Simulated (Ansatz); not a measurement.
MoSe

Input file:

```
crystal:
  lattice:
    - [0.0, 3.0378342939, 3.0378342939]
    - [3.0378342939, 0.0, 3.0378342939]
    - [6.0756685878, 6.0756685878, 0.0]
  atoms:
    - { symbol: Mo, position: [1.0, 0.0, 0.0], spin: 2.0 }
    - { symbol: Se, position: [0.25, 0.25, 0.125] }
    - { symbol: Mo, position: [1.0, 0.0, 0.5], spin: -2.0 }
    - { symbol: Se, position: [0.25, 0.25, 0.625] }
basis:
  ecutwfc: 420
kpoints:
  mp_grid: { grid: [12, 12, 6] }
hamiltonian:
  xc: pbe
  hubbard: { sites: [{ species: Mo, l: d, u_eff: 4.38 }] }
scf:
  occupations: { method: gaussian, width: 0.1 }
output:
  forces: true
  stress: true
  eigenvalues: true
  populations: true
  write_density: true
  write_potential: true
  elf: true
  volumetric_format: npy
magnetization:
  spin_polarized: true
```

Command:

```sh
ansatz run input.yaml --threads 1 --pin off --max-ram 2560MiB --backend cpu --events-out ev --progress --plain --runs-dir out
```

Below, planes, directions and counts refer to the cell of the magnetic structure (a = 4.30 Å, b = 4.30 Å, c = 21.05 Å, α = 90.00°, β = 90.00°, γ = 120.00°).

Space group F-43m; started from the zinc blende prototype, which need not be the ambient phase; not relaxed (largest force 0.4 eV/Å); computed pressure about 3 GPa in this cell; the SCF solution may not be the lowest one; Hubbard U of 4.38 eV on Mo d only; the program warned that another magnetic order may lie lower; spin-polarised.

Method: DFT PBE+U, scalar-relativistic, plane waves, PAW in Ansatz 0.2.0.

In a PAW calculation such maps are meaningful between the atoms, not at the nuclei.

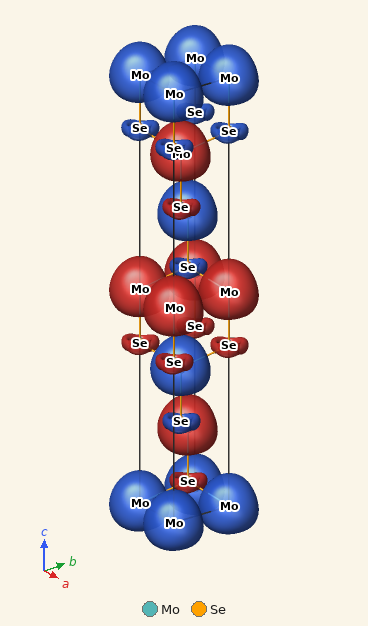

Figure 1. Isosurfaces of the spin density at +0.06 (blue) and −0.06 e/Å³ (red), seen slightly off an axis. Sticks mark near contacts.

Describe the spin distribution.

The spin density sits on Mo: +2.9 μB (×3) and −2.9 μB (×3) in one cell of 12 atoms, with smaller moments on Se (±0.19 μB): antiferromagnetic in this solution, which needn't be the ground state, with some nearest magnetic neighbours parallel and some opposed. The cell of the calculation (4 atoms) carries 0.0 μB of net spin moment.

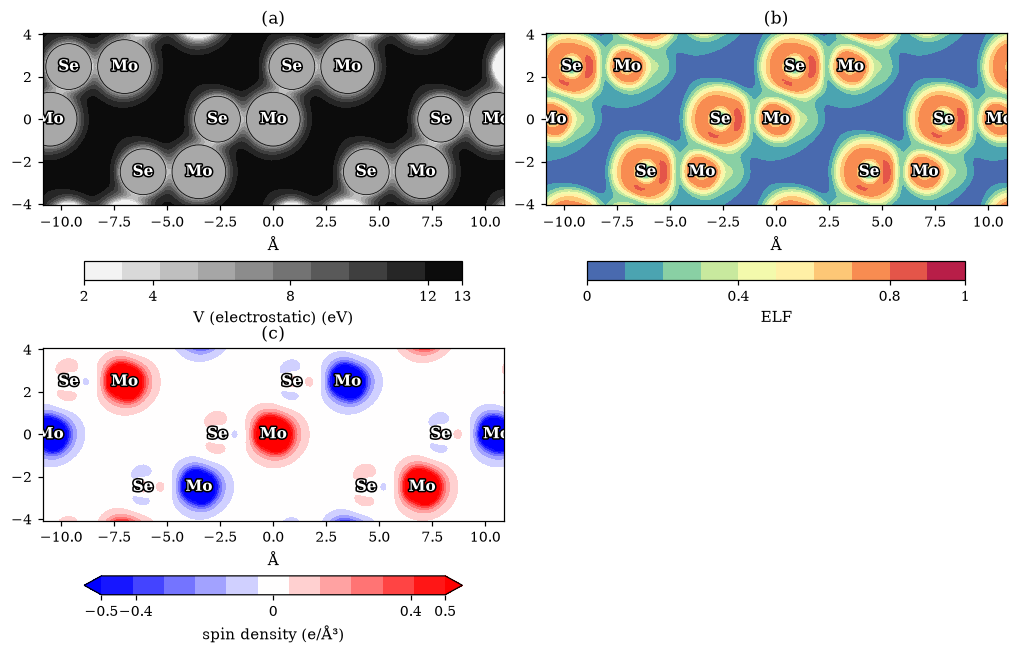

Figure 2. (a) electrostatic potential (local pseudopotential plus Hartree) felt by an electron; (b) electron localisation function; (c) magnetisation density (up minus down) on the (110) plane of the cell of the magnetic structure. Grey discs cover the atomic cores in the potential map.

Read the bonding off the picture.

Atoms in the plane: Mo and Se. Mo–Se (2.63 Å): the ELF is about 0.45 at the midpoint. The features right at Mo lie inside the PAW spheres, where the map follows smoothed inner orbitals and isn't to be read closely.

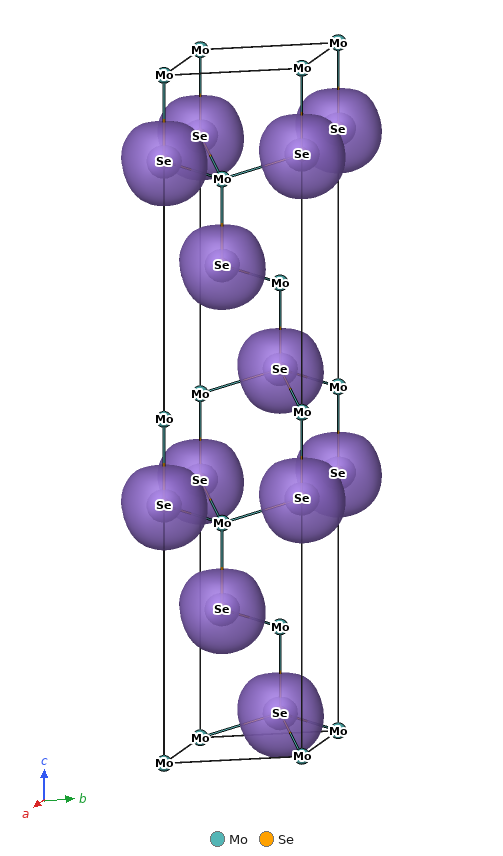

Figure 3. Isosurface of the electron localisation function at 0.6 (purple), seen slightly off an axis. Core shells and regions of very low density are left out. Sticks mark near contacts.

Describe the localisation domains.

The ELF exceeds this value in six regions wrapped around Se (the valence shell of each), counted in one cell of 12 atoms. Regions shared between cells count once.
